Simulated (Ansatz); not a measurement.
## Electronic structure of F2SeSi in real space

Input file:

```
crystal:
  periodic: [false, false, false]
  atoms:
    - {symbol: F, position_ang: [-2.065929, -1.331110, 0.590729]}
    - {symbol: F, position_ang: [1.240062, 1.236114, -0.086951]}
    - {symbol: Se, position_ang: [-0.803005, -0.867269, -0.571270]}
    - {symbol: Si, position_ang: [0.028312, 0.709024, 0.884843]}
basis:
  gaussian:
    orbitals: def2-TZVPD
total_charge: 0
hamiltonian:
  xc: {name: PBE0}
output: {forces: true, orbitals: {seedname: orbitals}}
```

Launched as:

```sh
ansatz run input.yaml --threads 1 --pin off --max-ram 2610MiB --events-out events.jsonl --progress --plain --runs-dir runs
```

Geometry: PBE0-D3(BJ)/def2-SVP.

Method: isolated molecule in a Gaussian basis; Kohn-Sham density functional theory, functional PBE0 in Ansatz.

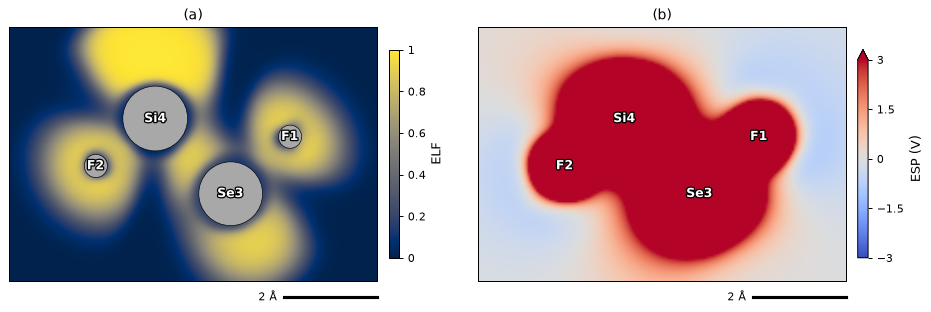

Figure 1. (a) ELF; (b) molecular electrostatic potential on the molecular plane. Grey discs cover the atomic cores in the ELF map.

What do the fields say about this system?

The plane passes through F, Se and Si nuclei.
Si–F (1.64 Å): the ELF peaks at about 0.85 in the valence shell of F, 0.6 Å from its nucleus, and is about 0.55 at the midpoint.
Se–F (1.78 Å): the ELF peaks at about 0.75 in the valence shell of F, 0.6 Å from its nucleus, and is about 0.45 at the midpoint.
Si–Se (2.30 Å): the ELF peaks at about 0.90 between the atoms: a covalent bond.
The ELF also peaks beside Se3, F2, F1 and Si4, away from the bonds: lone-pair regions.
Outside the dense part of the molecule the potential is most negative (−0.8 V) near F1.

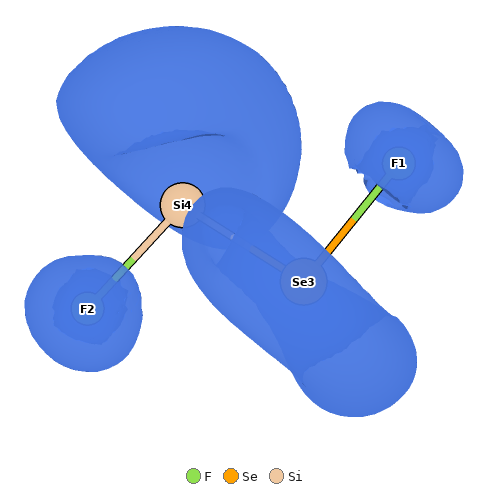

Figure 2. Isosurface of the ELF at 0.8 (blue), seen at an oblique angle. Only the valence region is drawn (cores and ρ < 0.01 e/Å³ removed).

Describe the localisation domains.

At this value the surface marks out one region on Se in which the atom's valence shell and bonds are merged, one lobe on Si, pointing away from the bonds (lone pairs) and two regions wrapped around F (its lone pairs, merged into a ring or cap).

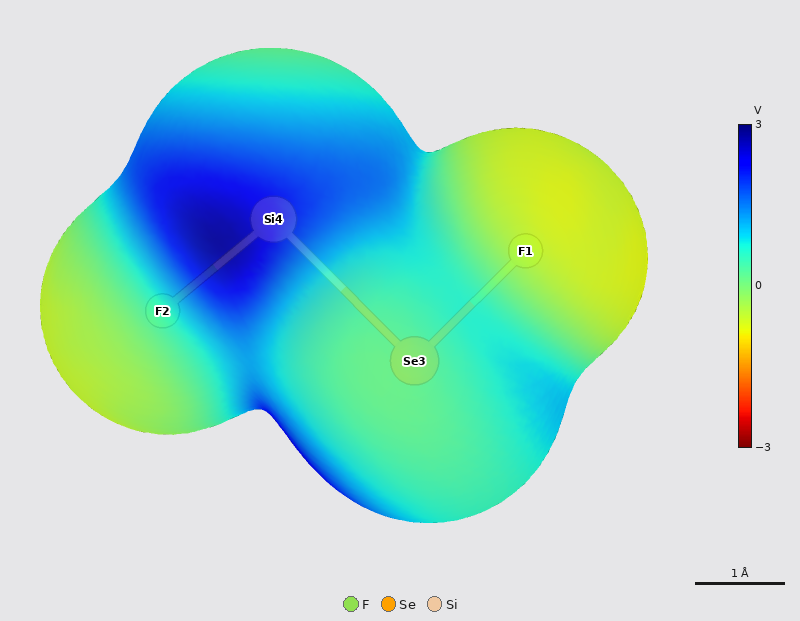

Figure 3. The molecular electrostatic potential painted on the density surface at 0.004 e/bohr³, seen at a tilt; the colour scale runs from red (negative) to blue (positive).

Describe the electrostatic potential map.

The most negative region (about −0.8 V) lies over F1, the most positive (about +2.8 V) over Se3 and Si4.

What dipole moment does the calculation give?

Its dipole moment is 0.82 D.

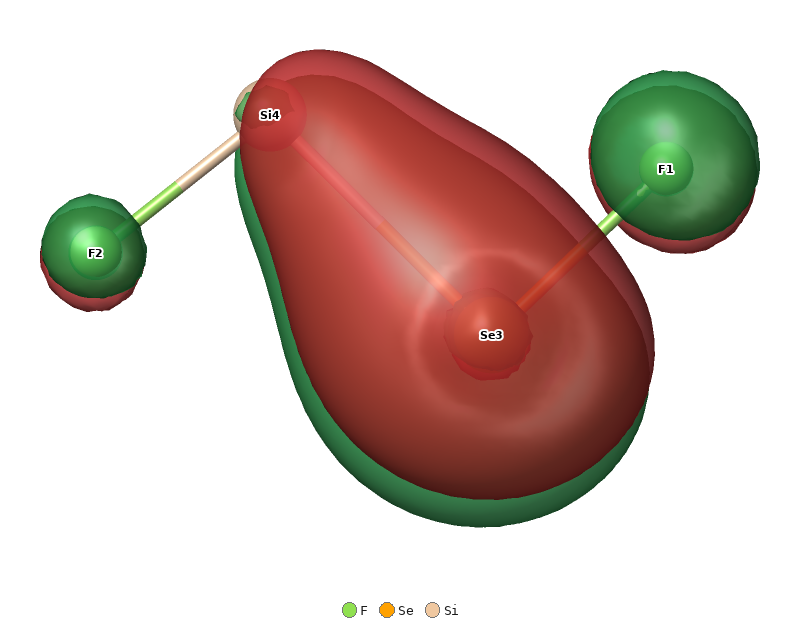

Figure 4. The HOMO−1 at ±0.1 Å⁻³ᐟ² (green and red are the two phases), seen across its widest extent.

Where does this orbital lie, and at what energy?

It lies mainly on Se3 (about 75 %) and F1 (about 10 %); it changes sign across the molecular plane (π type). Its energy is −7.79 eV.
